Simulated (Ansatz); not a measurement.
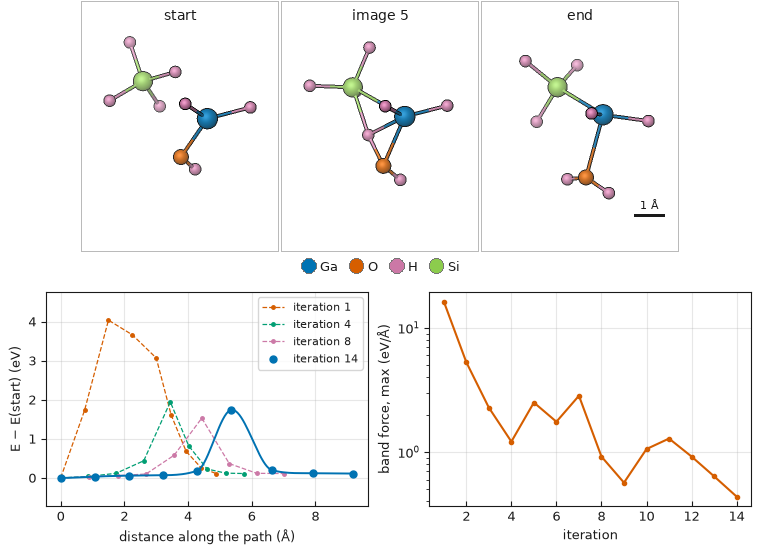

A nudged-elastic-band calculation for GaSiH₇O, made up at the start of GaH$_{3}$O and SiH$_{4}$. Images are numbered from 0 (start) to 8 (end). The plot follows the band through its iterations. Style: ball-and-stick. Shown from a free direction.

The calculation used RKS BHLYP-D4/def2-mTZVP (Ansatz 0.2.0). Run with 7 movable images; climbing image; force threshold 0.5 eV/Å; iteration limit 54; starting path through a guess of the saddle point.

Question: How did the profile develop, and is the result final?

Answer: The run met only a loose threshold, so the barrier can't be trusted yet. The band converged in 14 iterations. The largest component of the band force went from 16 to 0.44 eV/Å. The climbing image converged on the top of the path. Its curvatures weren't checked. The force threshold is so loose that the height of the top is at best an upper bound. The first iteration put the highest image at 4.04 eV. The highest point, image 5, lies 1.74 eV above the start and 1.63 eV above the end; the end is at +0.11 eV relative to the start.

Limits of the set-up: the start holds two separate molecules, 2.3 Å apart at their closest, whose relative position is a soft coordinate.

The run took 4.5 min on 2 threads of Arm Neoverse V2, with other jobs on the host, peak memory 0.22 GiB.
